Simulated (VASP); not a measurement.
Band structure of Ag (fcc). These are optB86b-vdW, VASP's PBE PAW potentials (set 64) (plane waves; VASP) values and carry that method's errors.

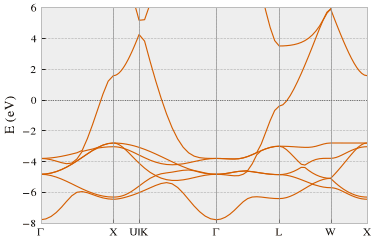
*Bands along high-symmetry lines, zero at the valence-band maximum or, without a gap, the Fermi level*

### Question
Read the plot: is there a gap, and where are the band edges?

### Answer
It has no gap at this level: it comes out as a metal or semimetal. (Edges off the drawn lines would not show.)

The compound is Ag in the fcc structure. The cell was not relaxed at this level.
